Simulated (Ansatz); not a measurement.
# CdInI3 (model cell, started as cubic perovskite with Cd in the octahedra): following an unstable mode, part 3 of 3

Which phase does CdInI3 (model cell, started as cubic perovskite with Cd in the octahedra) fall into along its unstable mode, and how much energy does it gain?

Ansatz 0.2.0; DFT PBEsol, scalar-relativistic, plane waves, PAW; PAW set soft_1.

So far. Step 5 (Energy along the mode, all amplitudes (two of the runs …): The lowest of the steps tried is the last one, at 0.6 Å, 30.0 meV/atom below the parent; the bottom of the well need not coincide with a step. Step 7 (The new phase in its own primitive cell): The largest force component left is 0.34 meV/Å and the pressure is -0.004 GPa, within the tolerances set. The cell now holds 40.27 Å³/atom. The relaxed cell has a = 8.160, c = 20.950 Å (conventional setting).

The structure was built from a prototype and need not be the compound's stable phase.

## (8) Modes of the new phase

A relaxed structure may still be a saddle point, so its zone-centre modes are computed. No field response is asked, and the gap on the mesh is small against the smearing.

Contents of input.yaml:

```yaml
crystal:
  lattice:
    - [4.0798118504, 2.3554804701, 6.9833870658]
    - [-4.0798118504, 2.3554804701, 6.9833870658]
    - [0.0, -4.7109609402, 6.9833870658]
  atoms:
    - { symbol: In, position: [0.1971086117, 0.1971086117, 0.1971086117] }
    - { symbol: In, position: [0.8028913883, 0.8028913883, 0.8028913883] }
    - { symbol: Cd, position: [0.5, 0.5, 0.5] }
    - { symbol: Cd, position: [0.0, 0.0, 0.0] }
    - { symbol: I, position: [0.7499087883, 0.2408562768, 0.7499087883] }
    - { symbol: I, position: [0.2500912117, 0.7591437232, 0.2500912117] }
    - { symbol: I, position: [0.2500912117, 0.2500912117, 0.7591437232] }
    - { symbol: I, position: [0.7499087883, 0.7499087883, 0.2408562768] }
    - { symbol: I, position: [0.7591437232, 0.2500912117, 0.2500912117] }
    - { symbol: I, position: [0.2408562768, 0.7499087883, 0.7499087883] }
kpoints:
  mp_grid: { grid: [6, 6, 6] }
hamiltonian:
  xc: pbesol
  pseudopotentials: { kind: paw, azcp: { folder: soft_1 }, xc_functional: pbe }
scf:
  occupations: { method: methfessel_paxton, width: 0.2 }
output:
  eigenvalues: true
phonons:
  method: dfpt
```

On the command line:

```sh
> ansatz run input.yaml --threads 4 --pin off --max-ram 16384MiB --backend cpu --events-out ev --progress --plain --runs-dir out
```

Numbers of over 12 decimals in the logs are rounded to 6 here.

Output:

```text
[...]
Crystal: 10 atoms, lattice volume = 402.659 Å³
Basis set: ecut = 420 eV, 7883 PW (Γ), exchange–correlation on 120×120×120 points (8 copies of the dense FFT grid, shifted against one another)
Bands: 101, of which v1, the nominal top of the filled ones, is band 84 counted from 1 (83 counted from 0)
Symmetry: 12 space group operations
k-points: 112 of 216 (irreducible under 1 space group operation, time reversal used)
[...]
SCF iter   1: F=—  HF=-72022.355602 eV  |F-HF|=—  |Δ(HF+E_count)|=         —  Δρ=4.59e-2  dr2=1.40e1  ethr=3.10e-3  ⟨swp⟩=8.6  Hψ=49099  notcnv=0
[...]
SCF iter  14: F=-72017.428102 eV  HF=-72017.428102 eV  |F-HF|=4.37e-11  |Δ(HF+E_count)|=    0.00e0  S|Δr|=    0.00e0  Δρ=2.77e-8  dr2=2.60e-12  ethr=1.00e-12  ⟨swp⟩=16.9  Hψ=72356  notcnv=0
SCF 1 converged in 14 iterations: F = -72017.428102 eV  dr2 = 2.60e-12
[...]
DFPT response loops at Γ: preconditioner auto → none (partly filled bands, converged f_vac=0.162); β = 0.50; Broyden in place of MSR1
SCF converged after 14 iterations
[...]
Free energy (F): -72017.428102 eV
[...]
Internal energy: -72017.465105 eV  (E = F + TS)
E sigma→0 (E₀):  -72017.437353 eV
Entropy (-TS):   0.037003 eV (3.700 meV/atom)
Fermi energy:    4.775313 eV
[...]
--- Band table (eV; the first three rows and the last of 112) ---
  k-point 0: bands = [... 80 lower, 4.5071, 4.5071, 4.6411, 4.6411, 4.7907, 8.5079, 8.6939, 8.6939, ... 13 higher]
  k-point 1: bands = [... 80 lower, 4.3961, 4.4624, 4.5490, 4.7117, 5.1637, 8.4470, 8.5586, 8.6968, ... 13 higher]
  k-point 2: bands = [... 80 lower, 4.3845, 4.4154, 4.5074, 4.5888, 6.0223, 7.7005, 8.3088, 8.3914, ... 13 higher]
  k-point 111: bands = [... 80 lower, 4.3223, 4.4351, 4.4351, 4.5043, 6.6625, 6.9992, 8.0117, 8.1692, ... 13 higher]
--- Phonons (Γ-DFPT): 8 representative perturbations + reference, on 112 of 216 k-points (Σ response iterations 32) ---
  k mesh reduced under 1 symmetry operation, with k and −k counted as one. Each operation leaves every solved perturbation unchanged. A smaller set is not used because it would not reduce the number of displacements times k-points to solve
  ASR residual: 1.124e-4 → 0.000e0 eV/Å²; symmetrization residual: 9.246e-5 eV/Å²
  ASR residual per site (eV/Å²): 9.67e-5 9.67e-5 4.00e-5 4.69e-5 9.78e-5 9.78e-5 1.12e-4 1.12e-4 9.78e-5 9.78e-5
  Γ frequencies (cm⁻¹): -32.71 -24.13 -24.13 -4.46 -4.46 0.00 0.00 0.00 3.50 8.49 8.49 25.99 35.04 40.02 40.02 49.80 49.80 62.46 62.46 62.82 62.82 72.54 76.00 107.36 107.36 116.84 119.68 119.68 129.93 135.86
  non-analytic LO–TO correction: not included (Born effective charges unavailable; polar crystals: no LO–TO splitting at Γ)
```

Elapsed: 32 min, on 4 threads of Arm Neoverse V1, shared host; peak memory 9.2 GiB; 2.1 h of CPU time.

This step gave:

| Property | Result |
| --- | --- |
| sum-rule residual before enforcement | 1.12e-4 eV/Å² |
| point group | -3m |
| highest optical mode at the zone centre (no LO-TO term) | 135.9 cm⁻¹ |
| lowest optical zone-centre mode | -32.71 cm⁻¹ |

Patterns of degenerate modes are one choice out of their space. The modes at Γ (shares of kinetic energy by element, %) (negative means imaginary):

```csv
mode,frequency (cm⁻¹),symmetry,In %,Cd %,I %
1,-32.7,A2g,0,0,100
2,-24.1,Eg,43,0,57
3,-24.1,Eg,43,0,57
4,-4.5,Eu,51,21,28
5,-4.5,Eu,51,21,28
6,0.0,acoustic,19,18,63
7,0.0,acoustic,19,18,63
8,0.0,acoustic,19,18,63
9,3.5,A1u,0,0,100
10,8.5,Eu,6,32,62
11,8.5,Eu,6,32,62
12,26.0,A2u,21,48,31
13,35.0,A1g,64,0,36
14,40.0,Eg,22,0,78
15,40.0,Eg,22,0,78
16,49.8,Eg,13,0,87
17,49.8,Eg,13,0,87
18,62.5,Eg,21,0,79
19,62.5,Eg,21,0,79
20,62.8,Eu,22,3,76
21,62.8,Eu,22,3,76
22,72.5,A2u,49,17,34
23,76.0,A1g,36,0,64
24,107.4,Eu,2,95,3
25,107.4,Eu,2,95,3
26,116.8,A2u,10,84,6
27,119.7,Eu,0,31,69
28,119.7,Eu,0,31,69
29,129.9,A2u,1,32,67
30,135.9,A1g,0,0,100
```

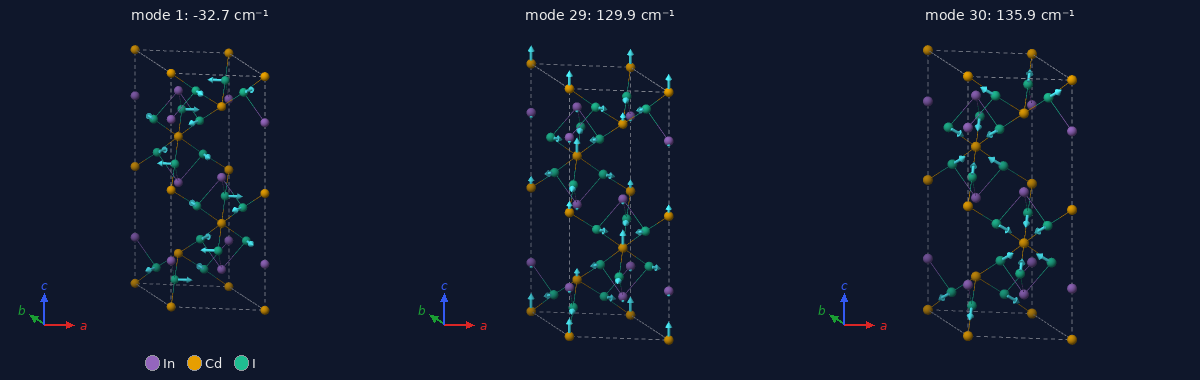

Displacement patterns of modes 1, 29 and 30 at Γ; arrows are exaggerated. Bonds to atoms that aren't drawn are left out. Some periodic images of atoms are drawn too.

Before it was imposed, the acoustic sum rule was missed by 1.1e-4 eV/Å². Small misses are needed for a sound result but don't prove that mesh and cutoff are converged. The lowest optical mode is imaginary, 32.7i cm⁻¹, so the energy falls along it.

## (9) What came out

| Item | Value |
| --- | --- |
| unstable mode of the parent | q = (-0.5, -0.5, -0.5), 49i cm⁻¹ |
| depth at the lowest point sampled | 30.0 meV/atom |
| largest atomic shift at that point | 0.6 Å |
| space group reached (within 0.01 Å) | R-3m |
| energy gained over the parent (first relaxation, on the mesh of the frozen mode) | 47.5 meV/atom |
| volume per atom, phase reached | 40.3 Å³ |
| gap on the k-mesh, phase reached | 0.0518 eV |
| lowest optical zone-centre mode, phase reached | -32.7 cm⁻¹ |
| highest optical mode at the zone centre (no LO-TO term), phase reached | 136 cm⁻¹ |

**Reading.** Along this mode the structure falls into R-3m, 47.5 meV/atom below the parent. At the parent's cell the well is 30.03 meV/atom deep on the steps tried, with its lowest point at a shift of 0.6 Å. That is the last step tried, so the steps alone don't bracket the bottom of the well. Relaxing atoms and cell changes the gain by +17.48 meV/atom against the lowest step (energies at zero smearing). The new phase still has an imaginary mode at the zone centre of its cell, so it is a saddle point on the way to a lower structure. Of the 6 patterns followed to their end from this parent, this one ends 20.7 meV/atom above the lowest, P4mm. Another end point lies within 1 meV/atom; how such a difference moves with mesh and cutoff was not tested. Each path keeps the symmetry of its pattern, so a lower phase may lie along a pattern not tried. With no gap, or one that is small against the smearing, the frequencies hang on the k mesh and the smearing, most of all near Kohn anomalies. A semilocal functional can close a gap that the real compound would have, so the metallic treatment may be an artefact of the level. Spin-orbit coupling is left out, which can matter for the heavy elements here. The PAW files were made for PBE and serve the other functionals too. The starting cell was built on a prototype and not taken from a measurement, so the phase need not exist.

[Logs are printed without paths, hosts, clocks, repeated set-up lines and the standing remarks that a program may print on its own settings, such as how far it seeks lower states.]

[Hosts, paths, dates, database ids (printed as entryN), source tags and the programs' standing remarks are cut or masked in the printed files.]
